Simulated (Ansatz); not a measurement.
BCl2FH2Si

The calculation's input:

```
basis:
  gaussian:
    orbitals: def2-TZVPD
crystal:
  periodic: [false, false, false]
  atoms:
    - {symbol: B, position_ang: [-0.923676, -2.176775, 2.537659]}
    - {symbol: Cl, position_ang: [-1.806495, -3.435429, 1.691005]}
    - {symbol: Cl, position_ang: [1.885392, -3.571899, 1.319536]}
    - {symbol: F, position_ang: [-1.620572, -1.292013, 3.229045]}
    - {symbol: Si, position_ang: [1.103984, -2.038761, 2.489867]}
    - {symbol: H, position_ang: [1.663429, -2.150778, 3.866369]}
    - {symbol: H, position_ang: [1.520963, -0.730612, 1.910969]}
output:
  forces: true
  orbitals: {seedname: orbitals}
hamiltonian:
  xc: {name: PBE0}
```

Run with:

```sh
ansatz run input.yaml --threads 1 --pin off --max-ram 2610MiB --events-out events.jsonl --progress --plain --runs-dir runs
```

Geometry: B3LYP-D3(BJ)/def2-SVP.

Computed with isolated molecule in a Gaussian basis; Kohn-Sham density functional theory, functional PBE0 in Ansatz 0.2.0.

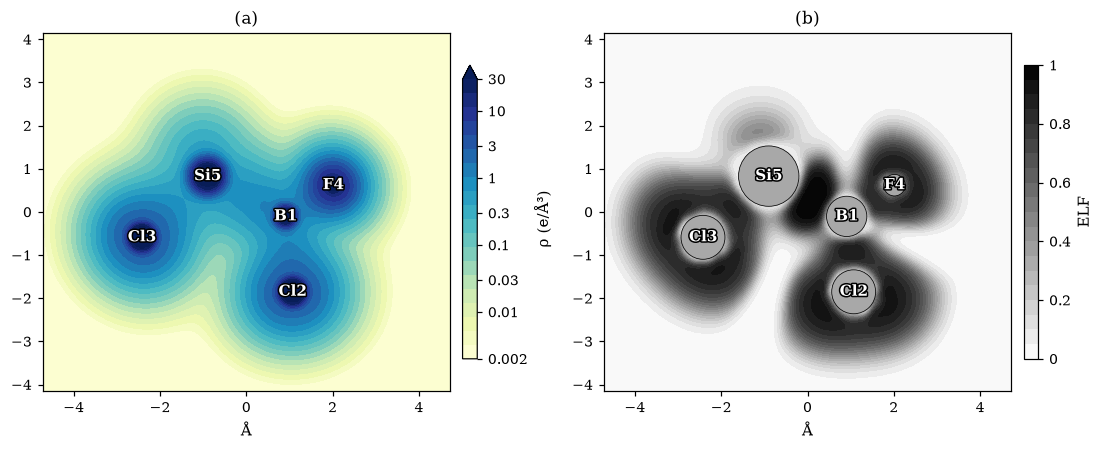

Figure 1. (a) electron density; (b) ELF on the plane of atoms F4, B1 and Si5. Grey discs cover the atomic cores in the ELF map.

### What do the fields say about this system?

- The section cuts through B, Cl, F and Si sites.
- B–F (1.32 Å): the density is about 2.2 e/Å³ at the midpoint; the ELF peaks at about 0.85 between the atoms: a shared but strongly polarised pair.
- B–Cl (1.76 Å): ρ at the midpoint is about 1.4 e/Å³; the ELF peaks at about 0.90 between the atoms, as expected for a shared but strongly polarised pair.
- Si–B (2.03 Å): the density is about 0.81 e/Å³ at the midpoint; the ELF peaks at about 1 between the atoms; a shared electron pair.
- Si–Cl (2.08 Å): ρ at the midpoint is about 0.86 e/Å³; the ELF peaks at about 0.85 between the atoms; a polar covalent bond.
- The ELF also peaks beside Cl2, Cl3 and F4, away from the bonds: lone-pair regions.

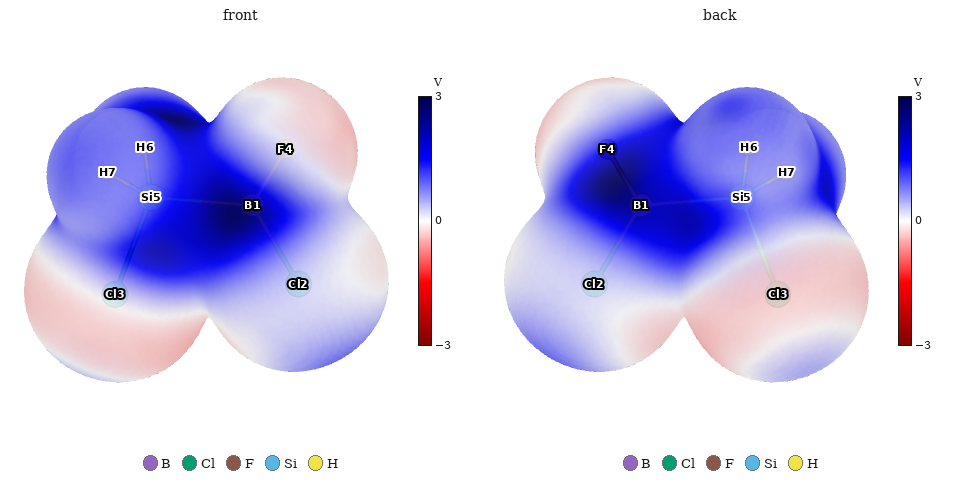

Figure 2. The electrostatic potential painted on the density surface at 0.004 e/bohr³, seen from the front and from behind; red is negative and blue positive.

### Where is the surface potential most negative and most positive?

The most negative region (about −0.4 V, or −9 kcal/mol for a unit charge) lies over Cl3, the most positive (about +2.8 V, or +65 kcal/mol for a unit charge) over B1 and Si5. Cl2 shows a σ-hole: about +0.8 V, or +18 kcal/mol for a unit charge at the tip opposite its bond, against about 0.0 V on its flanks. Cl3 shows a σ-hole: about +0.4 V, or +9 kcal/mol for a unit charge at the tip opposite its bond, against about −0.3 V on its flanks.

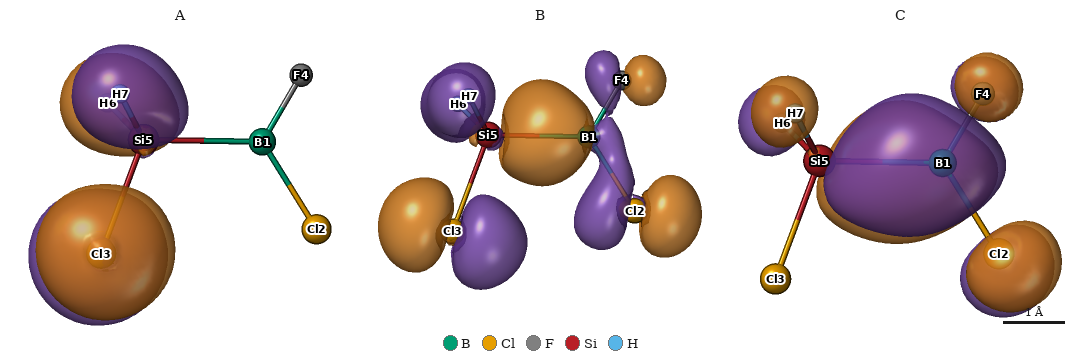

Figure 3. Three frontier orbitals at ±0.1 Å⁻³ᐟ² (orange and purple are the two phases), in no order.

### Which picture is the HOMO−1, the HOMO and the LUMO?

A is the HOMO−1 (−9.16 eV). Its weight (Hirshfeld) is mainly on Cl3 (about 65 %), Si5 (about 15 %), H6 (about 10 %) and H7 (about 10 %); largely a lone pair of Cl3. B is the HOMO (−8.68 eV). It lies mainly on Cl3 (about 30 %), Si5 (about 20 %), B1 (about 20 %) and Cl2 (about 15 %). C is the LUMO (−2.03 eV). It lies mainly on B1 (about 45 %), Si5 (about 20 %), Cl2 (about 15 %) and F4 (about 10 %).

### What is the HOMO–LUMO gap?

6.65 eV between the orbital energies.
